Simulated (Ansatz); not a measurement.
C$_{2}$H$_{7}$NOSi

The calculation's input:

```
crystal:
  periodic: [false, false, false]
  atoms:
    - { symbol: "N", position_ang: [-1.8291, 0.5682, 0.1032] }
    - { symbol: Si, position_ang: [-0.6099, -0.5134, 0.0303] }
    - { symbol: C, position_ang: [0.6757, -0.209, -1.2645] }
    - { symbol: O, position_ang: [1.5165, 0.6101, -0.3049] }
    - { symbol: C, position_ang: [0.9621, -0.0255, 0.8964] }
    - { symbol: H, position_ang: [-2.286, 0.649, 1.0211] }
    - { symbol: H, position_ang: [-1.4732, 1.5486, -0.064] }
    - { symbol: H, position_ang: [-1.0451, -1.8787, 0.2474] }
    - { symbol: H, position_ang: [0.4058, 0.3872, -2.0816] }
    - { symbol: H, position_ang: [1.2918, -1.0786, -1.5478] }
    - { symbol: H, position_ang: [0.8346, 0.7104, 1.7412] }
    - { symbol: H, position_ang: [1.6338, -0.8235, 1.257] }
basis:
  gaussian: { orbitals: def2-SVP }
hamiltonian:
  xc: pbe0
  dispersion: d4
relax:
  f_tol: 0.015
  max_steps: 40
output:
  orbitals: {}
```

Command:

```sh
ansatz run input.yaml --threads 2 --pin off --max-ram 3072MiB --backend cpu --events-out ev --progress --plain --runs-dir out
```

The fields are those of the run's last geometry, not of the input's.

Computed with RKS PBE0-D4/def2-SVP (Ansatz 0.2.0).

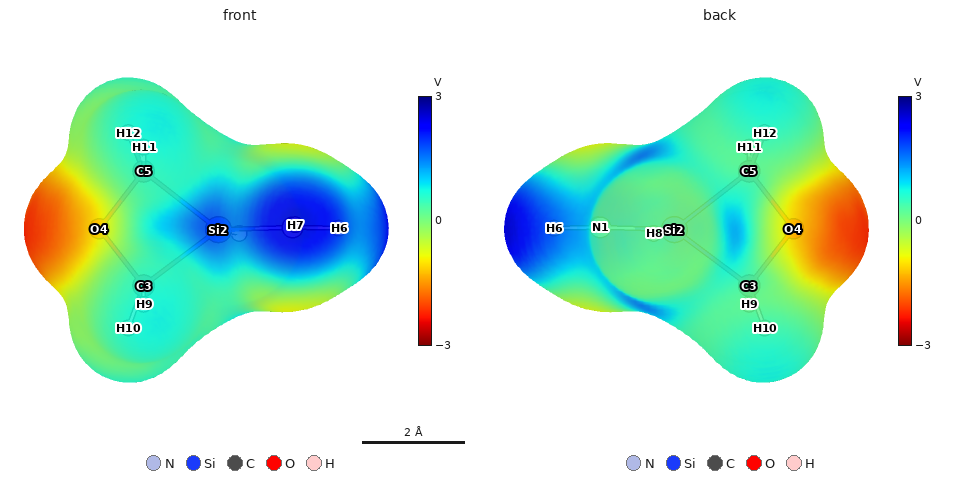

Figure 1. The molecular electrostatic potential painted on the density surface at 0.004 e/bohr³, seen from the front and from behind; red is negative and blue positive.

Where is the surface potential most negative and most positive?

The most negative region (about −2.2 V, or −51 kcal/mol for a unit charge) lies over O4, the most positive (about +2.5 V, or +58 kcal/mol for a unit charge) over H6 and H7. O4 is the likeliest acceptor of a hydrogen bond.

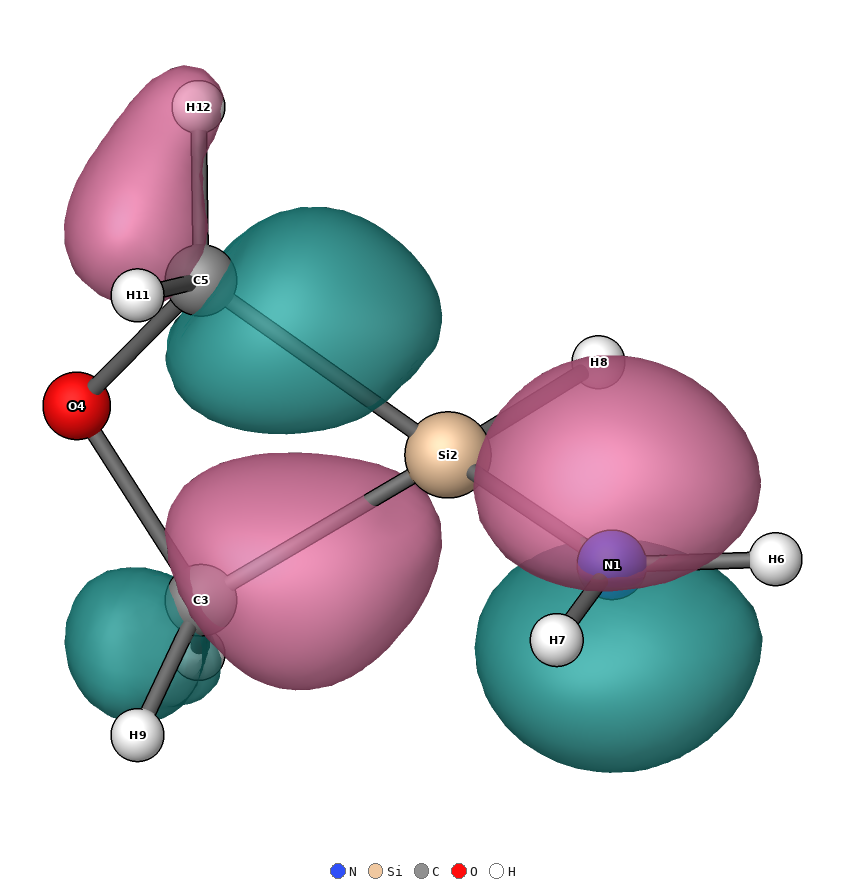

Figure 2. The HOMO−1 at ±0.15 Å⁻³ᐟ² (teal and pink are the two phases), seen at a tilt.

Describe this orbital and give its energy.

Its weight (Hirshfeld) is mainly on N1 (about 45 %), C3 (about 15 %), C5 (about 15 %) and Si2 (about 15 %). Its energy is −7.15 eV.

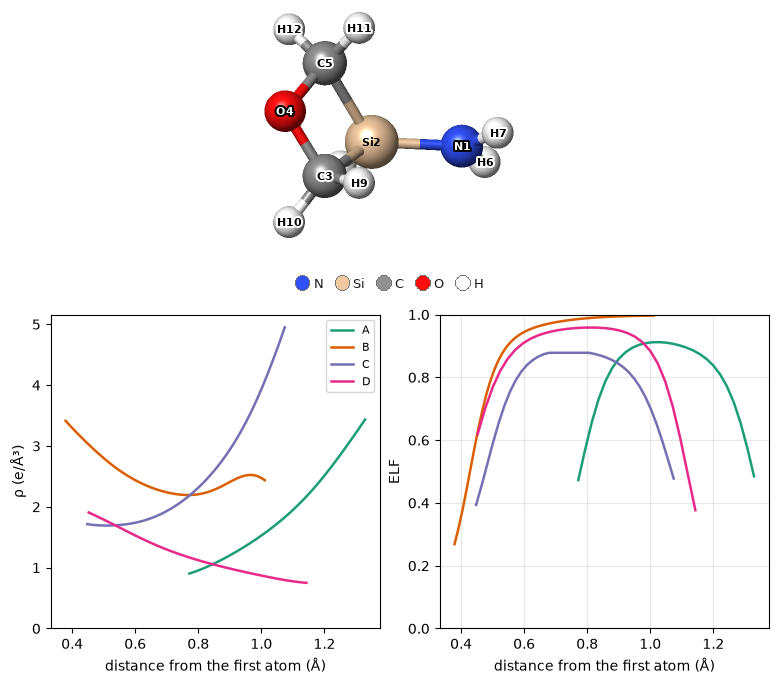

Figure 3. Total electron density and ELF along straight lines between neighbouring atoms. The curves leave out the atomic cores. The structure is drawn too.

Which curve belongs to which contact (C–O, C–Si, N–H and Si–N)? The first atom named is at distance zero.

Curve A: Si–N (1.71 Å): ρ is about 1.1 e/Å³ halfway; the ELF peaks at about 0.90 between the atoms, as expected for a shared but strongly polarised pair. Curve B: N–H (1.01 Å): the density is about 2.8 e/Å³ at the midpoint; the ELF climbs to about 1 towards the hydrogen, as it does in any bond to H; a covalent bond by its length. Curve C: C–O (1.43 Å): ρ is about 2 e/Å³ halfway, with its minimum of 1.7 e/Å³ about 0.5 Å from C; the ELF peaks at about 0.90 between the atoms; a shared but strongly polarised pair. Curve D: C–Si (1.90 Å): the density is about 0.92 e/Å³ at the midpoint; the ELF peaks at about 0.95 between the atoms (a shared electron pair).
